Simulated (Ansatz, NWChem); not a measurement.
## BSiH4OF (SMILES FBO[SiH3]): the vertical energy of the triplet above the singlet, rung by rung

BSiH4OF has 8 atoms, charge 0, and is taken as a singlet. As SMILES, `FBO[SiH3]`. Geometry: relaxed at PBE0-D4/def2-TZVP. This is one conformer, not always the lowest.

Quantity: the vertical energy of the triplet above the singlet, in eV. The values are calculated.

| level | kind | program | value (eV) | CPU time (all runs) |
| --- | --- | --- | --- | --- |
| SVWN5/6-311+G** | LDA | Ansatz | 6.74 | 61 s |
| BLYP/6-311+G** | GGA | Ansatz | 6.83 | 54 s |
| PBE/6-311+G** | GGA | Ansatz | 6.74 | 54 s |
| B3LYP/6-311+G** | global hybrid | NWChem | 7.52 | 4.1 min |
| M06-2X/6-311+G** | hybrid meta-GGA | NWChem | 7.92 | 2.8 min |
| MP2/6-311+G** | perturbation theory | NWChem | 8.25 | 6.1 min |
| CCSD(T)/6-311+G** | coupled cluster or CI | Ansatz | 7.85 | 7.2 min |
| CCSD/6-311+G** | coupled cluster or CI | Ansatz | 7.90 | 5.6 min |

The values span 6.74 to 8.25 eV. The coupled-cluster rows rest on a doubtful reference here (large T1 or Brueckner and Hartree–Fock orbitals at odds), and rows may lie in different states. CPU times are rough (shared hosts, several kinds of processor and program).

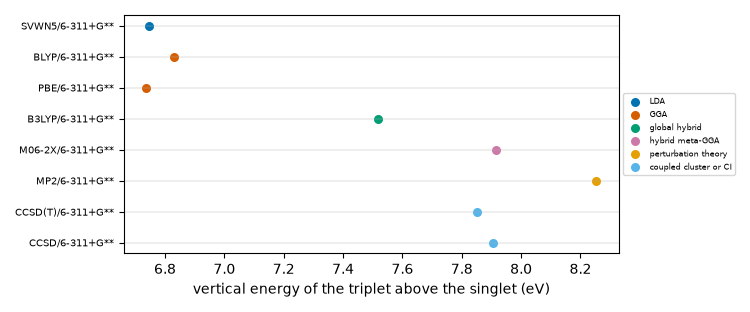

The values of the table, level by level.
